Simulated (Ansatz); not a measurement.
# H₁₀OSi₄: what the fields show

Input

```
crystal:
  periodic: [false, false, false]
  atoms:
    - { symbol: Si, position_ang: [0.016848, 0.151607, -0.384011] }
    - { symbol: Si, position_ang: [1.214503, 1.881416, -1.126034] }
    - { symbol: Si, position_ang: [1.429743, -1.38143, 0.422632] }
    - { symbol: O, position_ang: [-1.0338, 0.702724, 0.865146] }
    - { symbol: Si, position_ang: [-2.675605, 0.880146, 1.350487] }
    - { symbol: H, position_ang: [-0.726241, -0.404114, -1.528562] }
    - { symbol: H, position_ang: [2.130393, 1.421447, -2.180216] }
    - { symbol: H, position_ang: [0.309456, 2.905498, -1.668101] }
    - { symbol: H, position_ang: [1.990813, 2.446669, -0.012679] }
    - { symbol: H, position_ang: [0.672411, -2.550542, 0.892659] }
    - { symbol: H, position_ang: [2.359699, -1.790612, -0.640069] }
    - { symbol: H, position_ang: [2.186463, -0.800873, 1.541478] }
    - { symbol: H, position_ang: [-2.715992, 1.469007, 2.696916] }
    - { symbol: H, position_ang: [-3.34425, -0.429979, 1.394712] }
    - { symbol: H, position_ang: [-3.385337, 1.779234, 0.426435] }
basis:
  gaussian: { orbitals: def2-TZVP }
hamiltonian:
  xc: pbe
relax:
  f_tol: 0.002
  max_steps: 300
output:
  orbitals: {}
```

Command:

```sh
ansatz run input.yaml --threads 4 --pin off --max-ram 8192MiB --backend cpu --events-out ev --progress --plain --runs-dir out
```

The fields are those of the relaxed geometry.

Computed with Ansatz 0.2.0, DFT PBE, Gaussian basis def2-TZVP.

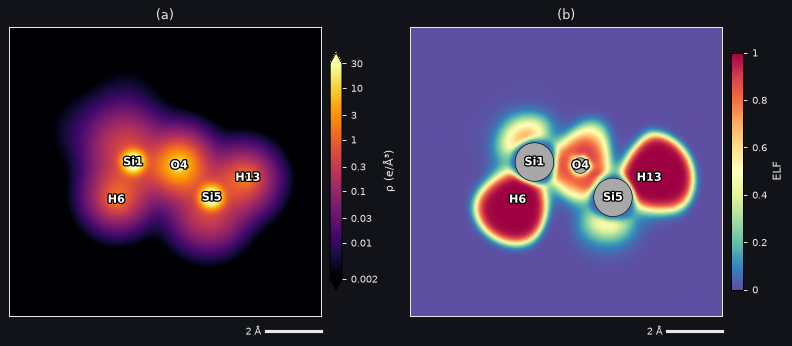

Figure 1. (a) electron density; (b) ELF on the plane of atoms Si1, O4 and Si5. Grey discs cover the atomic cores in the ELF map.

**Describe what can be read from this map.**

Atoms in the plane: Si, O and H.
Si–O (1.66 Å): the density is about 1.1 e/Å³ at the midpoint; the ELF peaks at about 0.85 between the atoms (a shared but strongly polarised pair).
Si–H (1.49 Å): ρ is about 0.81 e/Å³ halfway; the ELF climbs to about 1 towards the hydrogen, as it does in any bond to H.
The ELF also peaks beside O4, away from the bonds: lone-pair regions.

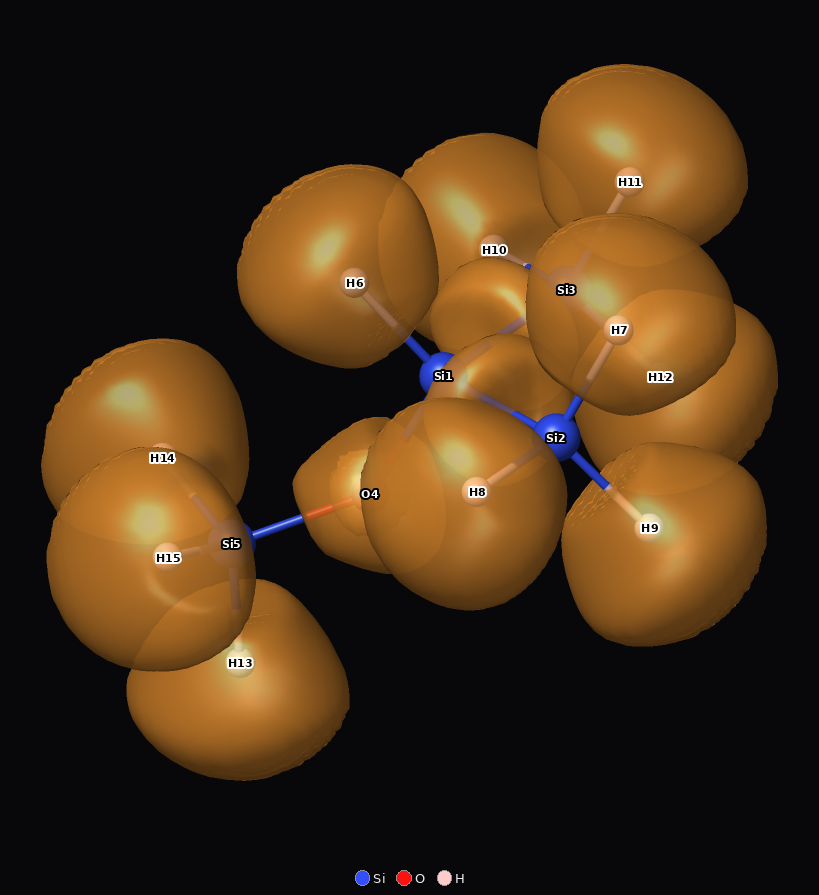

Figure 2. Isosurface of the ELF at 0.75 (orange), seen at an oblique angle. Core shells and regions of very low density are left out.

**Where are the electrons localised?**

The ELF exceeds this value in two regions between bonded Si–Si atoms (shared pairs), ten regions around hydrogen nuclei and one region wrapped around O (its lone pairs, merged into a ring or cap).


 Si–Si (2.36 Å): the ELF peaks at about 1 between the atoms, as expected for a covalent bond.

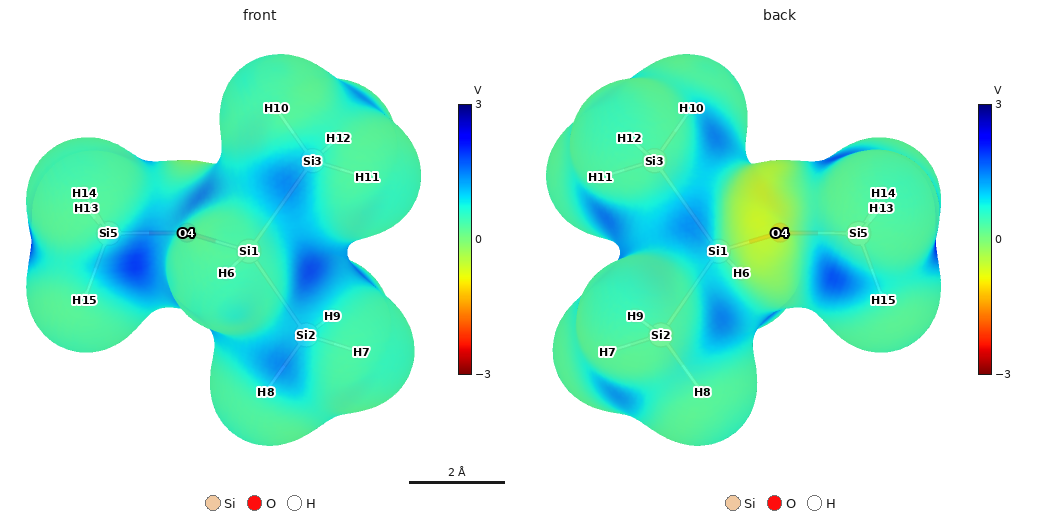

Figure 3. The electrostatic potential painted on the density surface at 0.004 e/bohr³, seen from the front and from behind; red is negative and blue positive.

**Which sites attract a positive test charge, and which a negative one?**

A positive charge is drawn to the negative regions and a negative charge to the positive ones. The most negative region (about −0.7 V) lies over O4, the most positive (about +2.0 V) over Si5.
